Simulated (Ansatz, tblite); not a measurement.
# [RuNF4]-: a ladder of methods and basis sets

Aim: run the singlet of [RuNF4]- at one geometry on many levels, and compare frontier levels, spin and run time.

The runs use Ansatz 0.2.0, Gaussian basis; as each input shows.

The runs, in order: GFN1-xTB, GFN2-xTB, PBE-D4/def2-TZVPD, r2SCAN-D4/def2-TZVPD, BLYP-D4/def2-TZVPD, LDA/def2-TZVPD, HF/def2-TZVPD, r2SCANh-D4/def2-TZVPD, ωB97M-V/def2-TZVPD, PBE-D4/def2-SVPD, PBE0-D4/def2-SVPD, CCSD(T)/def2-SVPD, MP2/def2-TZVPD, RPA/def2-TZVPD.

## Step 1: The structure

The geometry is that of the singlet, from an earlier relaxation (r2SCAN-D4/def2-SVPD).

6 atoms, charge -1, spin multiplicity 1.

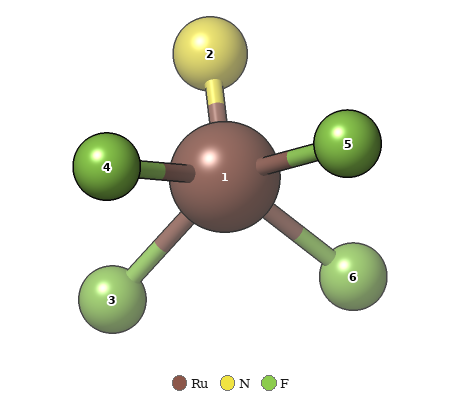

The geometry (ruthenium brown, nitrogen yellow, fluorine green); atoms are numbered from 1 in the order of the file.

Formally the metal is d2. Ru takes a core potential in the def2 sets. No spin-orbit coupling is included. The ion is computed in the gas phase, without counter-ions or solvent.

PBE0-D4/def2-TZVPD was run before; its log isn't repeated, and its numbers join the tables.

## Step 2: GFN1-xTB

Tight binding, by tblite at 300 K electronic temperature and without a spin-polarisation term:

```python
tblite.interface.Calculator('GFN1-xTB', numbers, positions, charge=-1, uhf=0).singlepoint()
```

Energy -744.3740 eV, HOMO -6.98 eV, LUMO -4.78 eV; 0.003 s.

## Step 3: GFN2-xTB

Tight binding, by tblite at 300 K electronic temperature and without a spin-polarisation term:

```python
tblite.interface.Calculator('GFN2-xTB', numbers, positions, charge=-1, uhf=0).singlepoint()
```

Energy -689.7313 eV, HOMO -7.29 eV, LUMO -5.13 eV; 0.003 s.

## Step 4: PBE-D4/def2-TZVPD

start.molden holds the orbitals of an earlier run on this state, given as this run's starting guess.

The input, in.yaml:

```yaml
crystal:
  periodic: [false, false, false]
  atoms:
    - {symbol: Ru, position_ang: [0.000195, -0.000490, 0.119912]}
    - {symbol: N, position_ang: [0.003127, -0.006473, 1.703990]}
    - {symbol: F, position_ang: [1.828947, 0.013762, -0.459102]}
    - {symbol: F, position_ang: [-0.012743, 1.831522, -0.448749]}
    - {symbol: F, position_ang: [-1.830566, -0.010340, -0.452875]}
    - {symbol: F, position_ang: [0.011040, -1.827991, -0.463177]}
basis:
  gaussian: {orbitals: def2-TZVPD, initial_orbitals: start.molden}
total_charge: -1
hamiltonian: {xc: pbe, dispersion: d4}
scf: {omitted_lower_state_checks: [starts]}
output: {forces: true, orbitals: {seedname: orbitals}}
```

Run with:

```
$ ansatz run in.yaml --threads 4 --pin off --events-out ev --progress --plain --max-ram 3916MiB
```

What it wrote:

```text
Functional definition: PBE
  name "PBE"
  cite "Perdew, Burke & Ernzerhof, Phys. Rev. Lett. 77, 3865 (1996) doi:10.1103/PhysRevLett.77.3865"
  parent pbe
  parameter kappa = 0.804
  parameter beta = 0.06672455060314922
  exchange = pbe_x(kappa = kappa, mu = beta*pi^2/3)
  correlation = pbe_c(beta = beta)
these checks for a lower state are left out or cut short: starts
1321 factors; their error is unknown
mean field evaluation 1: about -14939.7233 eV, gradient 1.3e1 eV
mean field evaluation 2: about -14939.9613 eV, gradient 2.8e-1 eV
mean field evaluation 4: about -14939.9528 eV, gradient 1.2e-1 eV
mean field evaluation 8: about -14939.9528 eV, gradient 2.4e-5 eV
mean field -14939.95280371 eV, -549.0331388725 hartree, gradient 2.4e-5 eV, S^2 0.000000; 0 other end points of the search recorded, 0 dependent functions left out
the calculation of the forces begins
reference -14939.95286003 eV, -549.0331409423 hartree; 30, 30 occupied and 207, 207 virtual orbitals, 1321 factors
Total energy: -14940.11245269 eV, -549.0390058645 hartree
Atom 0 at     0.000195    -0.000490     0.119912 Å, force    -0.000818     0.002220    -0.507451 eV/Å
Atom 1 at     0.003127    -0.006473     1.703990 Å, force     0.001154    -0.004250     0.934154 eV/Å
Atom 2 at     1.828947     0.013762    -0.459102 Å, force     0.298940     0.002127    -0.107499 eV/Å
Atom 3 at    -0.012743     1.831522    -0.448749 Å, force    -0.002402     0.299486    -0.105871 eV/Å
Atom 4 at    -1.830566    -0.010340    -0.452875 Å, force    -0.299017    -0.001156    -0.105843 eV/Å
Atom 5 at     0.011040    -1.827991    -0.463177 Å, force     0.002143    -0.298427    -0.107490 eV/Å
Dipole moment:     0.000566    -0.001217     0.314392 e Å
Checks for a lower state left out: starts
```

It took 2.6 s on 4 threads of Arm Neoverse V2, shared host.

HOMO -0.84 eV, LUMO 1.08 eV.

## Step 5: r2SCAN-D4/def2-TZVPD

Changes to in.yaml since step 4:

```diff
@@ -12,4 +12,4 @@
 total_charge: -1
-hamiltonian: {xc: pbe, dispersion: d4}
+hamiltonian: {xc: r2scan, dispersion: d4}
 scf: {omitted_lower_state_checks: [starts]}
-output: {forces: true, orbitals: {seedname: orbitals}}
+output: {orbitals: {seedname: orbitals}}
```

The command is unchanged.

What it wrote:

```text
Functional definition: r2SCAN
  name "r2SCAN"
  cite "Furness, Kaplan, Ning, Perdew & Sun, J. Phys. Chem. Lett. 11, 8208 (2020) doi:10.1021/acs.jpclett.0c02405"
  cite "Furness, Kaplan, Ning, Perdew & Sun, J. Phys. Chem. Lett. 11, 9248 (2020) doi:10.1021/acs.jpclett.0c03077"
  parent r2scan
  parameter k0 = 0.174
  parameter k1 = 0.065
  parameter a1 = 4.9479
  exchange = r2scan_x(k0 = k0, k1 = k1, a1 = a1)
  correlation = r2scan_c
these checks for a lower state are left out or cut short: starts
1321 factors; their error is unknown
mean field evaluation 1: about -14946.5785 eV, gradient 6.8e0 eV
mean field evaluation 2: about -14946.6590 eV, gradient 1.1e-1 eV
mean field evaluation 4: about -14946.6572 eV, gradient 1.0e-4 eV
mean field -14946.65719943 eV, -549.2795208710 hartree, gradient 1.7e-5 eV, S^2 0.000000; 0 other end points of the search recorded, 0 dependent functions left out
reference -14946.65721993 eV, -549.2795216242 hartree; 30, 30 occupied and 207, 207 virtual orbitals, 1321 factors
Total energy: -14946.69427184 eV, -549.2808832567 hartree
Checks for a lower state left out: starts
```

It took 4.2 s on 4 threads of Arm Neoverse V2, shared host.

HOMO -1.23 eV, LUMO 1.06 eV.

## Step 6: BLYP-D4/def2-TZVPD

Changes to in.yaml since step 5:

```diff
@@ -12,3 +12,3 @@
 total_charge: -1
-hamiltonian: {xc: r2scan, dispersion: d4}
+hamiltonian: {xc: {name: BLYP}, dispersion: d4}
 scf: {omitted_lower_state_checks: [starts]}
```

Same command.

What it wrote:

```text
Functional definition: BLYP
  name "BLYP"
  cite "Becke, Phys. Rev. A 38, 3098 (1988) doi:10.1103/PhysRevA.38.3098"
  cite "Lee, Yang & Parr, Phys. Rev. B 37, 785 (1988) doi:10.1103/PhysRevB.37.785"
  parameter beta = 0.0042
  parameter a = 0.04918
  parameter b = 0.132
  parameter c = 0.2533
  parameter d = 0.349
  exchange = b88_x(beta = beta)
  correlation = lyp_c(a = a, b = b, c = c, d = d)
these checks for a lower state are left out or cut short: starts
1321 factors; their error is unknown
mean field evaluation 1: about -14949.2276 eV, gradient 1.8e1 eV
mean field evaluation 2: about -14949.6010 eV, gradient 3.8e-1 eV
mean field evaluation 4: about -14949.5970 eV, gradient 1.3e-1 eV
mean field -14949.59698434 eV, -549.3875559736 hartree, gradient 5.1e-5 eV, S^2 0.000000; 0 other end points of the search recorded, 0 dependent functions left out
reference -14949.59735847 eV, -549.3875697226 hartree; 30, 30 occupied and 207, 207 virtual orbitals, 1321 factors
Total energy: -14949.95109671 eV, -549.4005693634 hartree
Checks for a lower state left out: starts
```

It took 2.6 s on 4 threads of Arm Neoverse V2, shared host.

Report: HOMO -0.85 eV, LUMO 1.12 eV.

## Step 7: LDA/def2-TZVPD

Changes to in.yaml since step 6:

```diff
@@ -12,3 +12,3 @@
 total_charge: -1
-hamiltonian: {xc: {name: BLYP}, dispersion: d4}
+hamiltonian: {xc: lda}
 scf: {omitted_lower_state_checks: [starts]}
```

The command is unchanged.

What it wrote:

```text
Functional definition: SPW92
  name "SPW92"
  cite "Dirac, Proc. Camb. Phil. Soc. 26, 376 (1930) doi:10.1017/S0305004100016108"
  cite "Slater, Phys. Rev. 81, 385 (1951) doi:10.1103/PhysRev.81.385"
  cite "Perdew & Wang, Phys. Rev. B 45, 13244 (1992) doi:10.1103/PhysRevB.45.13244"
  exchange = slater_x
  correlation = pw_c
these checks for a lower state are left out or cut short: starts
1321 factors; their error is unknown
mean field evaluation 1: about -14865.6467 eV, gradient 5.7e1 eV
mean field evaluation 2: about -14866.3083 eV, gradient 1.2e0 eV
mean field evaluation 4: about -14866.3084 eV, gradient 1.2e-1 eV
mean field -14866.30845968 eV, -546.3267591475 hartree, gradient 2.1e-5 eV, S^2 0.000000; 0 other end points of the search recorded, 0 dependent functions left out
reference -14866.30851394 eV, -546.3267611415 hartree; 30, 30 occupied and 207, 207 virtual orbitals, 1321 factors
Total energy: -14866.30851394 eV, -546.3267611415 hartree
Checks for a lower state left out: starts
```

It took 1.2 s on 4 threads of Arm Neoverse V2, shared host.

From the report: HOMO -1.02 eV, LUMO 0.86 eV.

## Step 8: HF/def2-TZVPD

Changes to in.yaml since step 7:

```diff
@@ -12,3 +12,3 @@
 total_charge: -1
-hamiltonian: {xc: lda}
+hamiltonian: {xc: hf}
 scf: {omitted_lower_state_checks: [starts]}
```

Same command.

What it wrote:

```text
Functional definition: HF
  name "HF"
  cite "Fock, Z. Phys. 61, 126 (1930) doi:10.1007/BF01340294"
  parent pbe
  exchange = exact_x
  correlation = 0
these checks for a lower state are left out or cut short: starts
1598 factors; their error is unknown
mean field evaluation 1: about -14870.1714 eV, gradient 3.5e1 eV
mean field evaluation 2: about -14871.8545 eV, gradient 2.2e0 eV
mean field evaluation 4: about -14872.1099 eV, gradient 4.4e-1 eV
mean field -14872.11016683 eV, -546.5399679528 hartree, gradient 1.6e-5 eV, S^2 0.000000; 0 other end points of the search recorded, 0 dependent functions left out
reference -14872.11016683 eV, -546.5399679528 hartree; 30, 30 occupied and 207, 207 virtual orbitals, 1598 factors
Total energy: -14872.11016683 eV, -546.5399679528 hartree
Checks for a lower state left out: starts
```

It took 2.1 s on 4 threads of Arm Neoverse V2, shared host; peak memory 0.63 GiB.

Report: HOMO -8.80 eV, LUMO 4.86 eV.

## Step 9: r2SCANh-D4/def2-TZVPD

Changes to in.yaml since step 8:

```diff
@@ -12,3 +12,3 @@
 total_charge: -1
-hamiltonian: {xc: hf}
+hamiltonian: {xc: {name: r2SCANh}, dispersion: d4}
 scf: {omitted_lower_state_checks: [starts]}
```

Same command.

What it wrote (excerpt; [...] marks lines left out):

```text
Functional definition: r2SCANh
  name "r2SCANh"
  cite "Bursch, Neugebauer, Ehlert & Grimme, J. Chem. Phys. 156, 134105 (2022) doi:10.1063/5.0086040"
  cite "Furness, Kaplan, Ning, Perdew & Sun, J. Phys. Chem. Lett. 11, 8208 (2020) doi:10.1021/acs.jpclett.0c02405"
  cite "Furness, Kaplan, Ning, Perdew & Sun, J. Phys. Chem. Lett. 11, 9248 (2020) doi:10.1021/acs.jpclett.0c03077"
  parent r2scan
[...]
1321 factors; their error is unknown
[...]
mean field -14944.80186853 eV, -549.2113387180 hartree, gradient 2.5e-5 eV, S^2 0.000000; 0 other end points of the search recorded, 0 dependent functions left out
reference -14944.80188779 eV, -549.2113394257 hartree; 30, 30 occupied and 207, 207 virtual orbitals, 1321 factors
Total energy: -14944.84132728 eV, -549.2127888003 hartree
Checks for a lower state left out: starts
```

Wall time 5.5 s (4 threads of Arm Neoverse V2, shared host); peak memory 0.66 GiB.

Report: HOMO -2.04 eV, LUMO 1.32 eV.

## Step 10: ωB97M-V/def2-TZVPD

Changes to in.yaml since step 9:

```diff
@@ -12,3 +12,3 @@
 total_charge: -1
-hamiltonian: {xc: {name: r2SCANh}, dispersion: d4}
+hamiltonian: {xc: {name: wB97M-V}}
 scf: {omitted_lower_state_checks: [starts]}
```

Same command.

What it wrote (excerpt; [...] marks lines left out):

```text
Functional definition: wB97M-V
  name "wB97M-V"
  cite "Mardirossian & Head-Gordon, J. Chem. Phys. 144, 214110 (2016) doi:10.1063/1.4952647"
  cite "Becke, J. Chem. Phys. 107, 8554 (1997) doi:10.1063/1.475007"
  cite "Vydrov & Van Voorhis, J. Chem. Phys. 133, 244103 (2010) doi:10.1063/1.3521275"
  # Of w^i u^j: cxij and so on, Table III.
[...]
  gx(w, u) = 1 - cx + cx01*u + cx10*w
  gss(w, u) = css00 + css04*u^4 + css10*w + css20*w^2 + css43*w^4*u^3
  gos(w, u) = cos00 + cos10*w + (cos20 + cos21*u)*w^2 + (cos60 + cos61*u)*w^6
[...]
      + integral(e_c_pw_mod_opposite_spin*gos(b97_w_opposite, b97_u_opposite)) + vv10(b, c)
[...]
1332 factors; their error is unknown
325 factors; integrals over basis functions are off by at most 2.2e-5 eV
[...]
mean field -14944.17915101 eV, -549.1884542713 hartree, gradient 9.0e-6 eV, S^2 0.000000; 0 other end points of the search recorded, 0 dependent functions left out
reference -14944.17921972 eV, -549.1884567962 hartree; 30, 30 occupied and 207, 207 virtual orbitals, 1332 factors
Total energy: -14944.17921972 eV, -549.1884567962 hartree
Checks for a lower state left out: starts
```

Run time: 10 s. Hardware: 4 threads of Arm Neoverse V2, shared host; peak memory 0.79 GiB.

From the report: HOMO -5.76 eV, LUMO 3.79 eV.

## Step 11: PBE-D4/def2-SVPD

Changes to in.yaml since step 10:

```diff
@@ -10,5 +10,5 @@
 basis:
-  gaussian: {orbitals: def2-TZVPD, initial_orbitals: start.molden}
+  gaussian: {orbitals: def2-SVPD, initial_orbitals: start.molden}
 total_charge: -1
-hamiltonian: {xc: {name: wB97M-V}}
+hamiltonian: {xc: pbe, dispersion: d4}
 scf: {omitted_lower_state_checks: [starts]}
```

Launched as before.

What it wrote:

```text
Functional definition: PBE
  name "PBE"
  cite "Perdew, Burke & Ernzerhof, Phys. Rev. Lett. 77, 3865 (1996) doi:10.1103/PhysRevLett.77.3865"
  parent pbe
  parameter kappa = 0.804
  parameter beta = 0.06672455060314922
  exchange = pbe_x(kappa = kappa, mu = beta*pi^2/3)
  correlation = pbe_c(beta = beta)
these checks for a lower state are left out or cut short: starts
1227 factors; their error is unknown
mean field evaluation 1: about -14924.7948 eV, gradient 1.2e1 eV
mean field evaluation 2: about -14925.1375 eV, gradient 2.8e-1 eV
mean field evaluation 4: about -14925.0882 eV, gradient 9.1e-2 eV
mean field -14925.08824029 eV, -548.4868762424 hartree, gradient 2.7e-5 eV, S^2 0.000000; 0 other end points of the search recorded, 0 dependent functions left out
reference -14925.08829247 eV, -548.4868781602 hartree; 30, 30 occupied and 116, 116 virtual orbitals, 1227 factors
Total energy: -14925.24788514 eV, -548.4927430824 hartree
Checks for a lower state left out: starts
```

Run time: 1.2 s. Hardware: 4 threads of Arm Neoverse V2, shared host.

From the report: HOMO -0.95 eV, LUMO 0.97 eV.

## Step 12: PBE0-D4/def2-SVPD

Changes to in.yaml since step 11:

```diff
@@ -12,3 +12,3 @@
 total_charge: -1
-hamiltonian: {xc: pbe, dispersion: d4}
+hamiltonian: {xc: pbe0, dispersion: d4}
 scf: {omitted_lower_state_checks: [starts]}
```

Launched as before.

What it wrote:

```text
Functional definition: PBE0
  name "PBE0"
  cite "Adamo & Barone, J. Chem. Phys. 110, 6158 (1999) doi:10.1063/1.478522"
  cite "Perdew, Burke & Ernzerhof, Phys. Rev. Lett. 77, 3865 (1996) doi:10.1103/PhysRevLett.77.3865"
  parent pbe
  parameter a = 0.25
  parameter kappa = 0.804
  parameter beta = 0.06672455060314922
  exchange = (1 - a)*pbe_x(kappa = kappa, mu = beta*pi^2/3) + a*exact_x
  correlation = pbe_c(beta = beta)
these checks for a lower state are left out or cut short: starts
1255 factors; their error is unknown
mean field evaluation 1: about -14921.9807 eV, gradient 1.1e1 eV
mean field evaluation 2: about -14922.1524 eV, gradient 1.1e-1 eV
mean field evaluation 4: about -14922.2857 eV, gradient 1.0e-4 eV
mean field -14922.28567725 eV, -548.3838839502 hartree, gradient 9.1e-6 eV, S^2 0.000000; 0 other end points of the search recorded, 0 dependent functions left out
reference -14922.28571766 eV, -548.3838854355 hartree; 30, 30 occupied and 116, 116 virtual orbitals, 1255 factors
Total energy: -14922.41925289 eV, -548.3887927646 hartree
Checks for a lower state left out: starts
```

Wall time 1.8 s (4 threads of Arm Neoverse V2, shared host).

HOMO -3.11 eV, LUMO 1.63 eV.

## Step 13: CCSD(T)/def2-SVPD

Changes to in.yaml since step 12:

```diff
@@ -12,3 +12,3 @@
 total_charge: -1
-hamiltonian: {xc: pbe0, dispersion: d4}
+correlation: {method: ccsd_t}
 scf: {omitted_lower_state_checks: [starts]}
```

The command is unchanged.

What it wrote (excerpt; [...] marks lines left out):

```text
Functional definition: HF
  name "HF"
  cite "Fock, Z. Phys. 61, 126 (1930) doi:10.1007/BF01340294"
  parent pbe
[...]
1403 factors; integrals over basis functions are off by at most 1.0e-3 eV
[...]
mean field -14856.66065730 eV, -545.9722089496 hartree, gradient 2.9e-6 eV, S^2 0.000000; 0 other end points of the search recorded, 0 dependent functions left out; unrestricted orbitals would lower it
5 core orbitals not correlated: weight in the atoms' cores, before any rotation towards them, 1.000 or more for the frozen orbitals, at most 0.000 for the correlated occupied ones
reference -14856.66065730 eV, -545.9722089496 hartree; 25, 25 occupied and 116, 116 virtual orbitals, 1403 factors
second order -42.63042431 eV of doubles, -0.00000000 eV of singles
cycle   1  -36.67516561 eV  change     6.0e0 eV  update   3.4e-1
[...]
cycle  12  -39.69213190 eV  change    3.9e-5 eV  update   1.1e-5
perturbative correction -1.75167650 eV, -0.0643729239 hartree
WARN: the results are in doubt because among natural orbitals full CI differs from the method by -0.125 eV
Total energy: -14898.10446570 eV, -547.4952408165 hartree
In doubt: among natural orbitals full CI differs from the method by -0.125 eV
Checks for a lower state left out: starts
```

It took 59 s on 4 threads of Arm Neoverse V2, shared host; peak memory 1.6 GiB.

Hartree-Fock HOMO -8.95 eV, LUMO 4.74 eV; T1 0.021. Doubts: state flagged by the program, restricted state is unstable towards broken spin symmetry.

## Step 14: MP2/def2-TZVPD

Changes to in.yaml since step 13:

```diff
@@ -10,5 +10,5 @@
 basis:
-  gaussian: {orbitals: def2-SVPD, initial_orbitals: start.molden}
+  gaussian: {orbitals: def2-TZVPD, initial_orbitals: start.molden}
 total_charge: -1
-correlation: {method: ccsd_t}
+correlation: {method: mp2}
 scf: {omitted_lower_state_checks: [starts]}
```

The command is unchanged.

What it wrote (excerpt; [...] marks lines left out):

```text
Functional definition: HF
  name "HF"
  cite "Fock, Z. Phys. 61, 126 (1930) doi:10.1007/BF01340294"
  parent pbe
[...]
1647 factors; integrals over basis functions are off by at most 5.5e-4 eV
[...]
mean field -14872.11042700 eV, -546.5399775136 hartree, gradient 9.4e-6 eV, S^2 0.000000; 0 other end points of the search recorded, 0 dependent functions left out; unrestricted orbitals would lower it
[...]
5 core orbitals not correlated: weight in the atoms' cores, before any rotation towards them, 1.000 or more for the frozen orbitals, at most 0.000 for the correlated occupied ones
reference -14872.11042700 eV, -546.5399775136 hartree; 25, 25 occupied and 207, 207 virtual orbitals, 1647 factors
second order -51.86932098 eV of doubles, -0.00000000 eV of singles
Total energy: -14923.97974797 eV, -548.4461399012 hartree
Checks for a lower state left out: starts
```

Run time: 6 s. Hardware: 4 threads of Arm Neoverse V2, shared host; peak memory 0.67 GiB.

Hartree-Fock HOMO -8.80 eV, LUMO 4.86 eV. Doubts: restricted state is unstable towards broken spin symmetry.

## Step 15: RPA/def2-TZVPD

Changes to in.yaml since step 14:

```diff
@@ -12,4 +12,4 @@
 total_charge: -1
-correlation: {method: mp2}
+hamiltonian: {xc: pbe}
+correlation: {method: rpa}
 scf: {omitted_lower_state_checks: [starts]}
-output: {orbitals: {seedname: orbitals}}
```

The command is unchanged.

What it wrote (excerpt; [...] marks lines left out):

```text
Functional definition: PBE
  name "PBE"
  cite "Perdew, Burke & Ernzerhof, Phys. Rev. Lett. 77, 3865 (1996) doi:10.1103/PhysRevLett.77.3865"
  parent pbe
[...]
1647 factors; integrals over basis functions are off by at most 5.5e-4 eV
[...]
mean field -14939.95277862 eV, -549.0331379504 hartree, gradient 2.8e-6 eV, S^2 0.000000; 0 other end points of the search recorded, 0 dependent functions left out
5 core orbitals not correlated: weight in the atoms' cores, before any rotation towards them, 1.000 or more for the frozen orbitals, at most 0.000 for the correlated occupied ones
reference -14868.81386523 eV, -546.4188311032 hartree; 25, 25 occupied and 207, 207 virtual orbitals, 1647 factors
Total energy: -14940.15437389 eV, -549.0405464402 hartree
Checks for a lower state left out: starts
```

Wall time 7 s (4 threads of Arm Neoverse V2, shared host); peak memory 0.69 GiB.

## Step 16: Comparison

| level | functions | HOMO (eV) | LUMO (eV) | gap (eV) | time |
| --- | --- | --- | --- | --- | --- |
| HF/def2-TZVPD | 237 | -8.80 | 4.86 | 13.67 | 2.1 s |
| LDA/def2-TZVPD | 237 | -1.02 | 0.86 | 1.88 | 1.2 s |
| PBE-D4/def2-SVPD | 146 | -0.95 | 0.97 | 1.93 | 1.2 s |
| PBE-D4/def2-TZVPD | 237 | -0.84 | 1.08 | 1.92 | 2.6 s |
| BLYP-D4/def2-TZVPD | 237 | -0.85 | 1.12 | 1.98 | 2.6 s |
| r2SCAN-D4/def2-TZVPD | 237 | -1.23 | 1.06 | 2.29 | 4.2 s |
| r2SCANh-D4/def2-TZVPD | 237 | -2.04 | 1.32 | 3.37 | 5.5 s |
| PBE0-D4/def2-SVPD | 146 | -3.11 | 1.63 | 4.74 | 1.8 s |
| PBE0-D4/def2-TZVPD | 237 | -2.98 | 1.76 | 4.74 | 3.3 s |
| ωB97M-V/def2-TZVPD | 237 | -5.76 | 3.79 | 9.55 | 10 s |

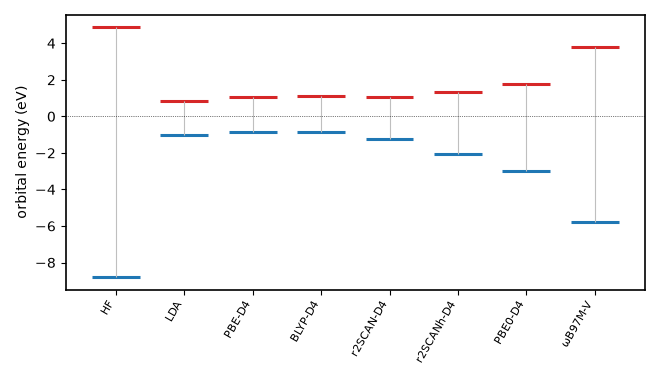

Highest filled (blue) and lowest empty (red) level in def2-TZVPD.

The pieces so far (eV):

| basis | HF | MP2 correlation | CCSD correlation | (T) | total |
| --- | --- | --- | --- | --- | --- |
| def2-SVPD | -14856.6607 | -42.6304 | -39.6921 | -1.7517 | -14898.1045 |
| def2-TZVPD | -14872.1104 | -51.8693 |  |  | -14923.9797 (MP2) |

The correlation energy is far from converged in these sets, so it jumps between bases; where outer-core shells are correlated, the sets cover them unevenly.

## Step 17: Summary of results

| quantity | value |
| --- | --- |
| gap in def2-TZVPD, named functionals and Hartree-Fock, smallest and largest | 1.88 eV (LDA), 13.67 eV (HF) |
| correlation energy, CCSD(T)/def2-SVPD | -41.44 eV |
| correlation energy, MP2/def2-TZVPD | -51.87 eV |
| PBE0 total energy, smallest basis above largest | 14.93 eV (def2-SVPD, def2-TZVPD) |

**Reading.** Over the named functionals and Hartree-Fock in def2-TZVPD the gap runs from 1.88 eV (LDA) to 13.67 eV (HF); exact exchange widens it. Notes on CCSD(T)/def2-SVPD and its Hartree-Fock reference, which MP2 shares: restricted state is unstable towards broken spin symmetry, state flagged by the program.

The slowest run with a step of its own, CCSD(T)/def2-SVPD, took 59 s; the quickest functional in def2-TZVPD took 1.2 s (shared host).
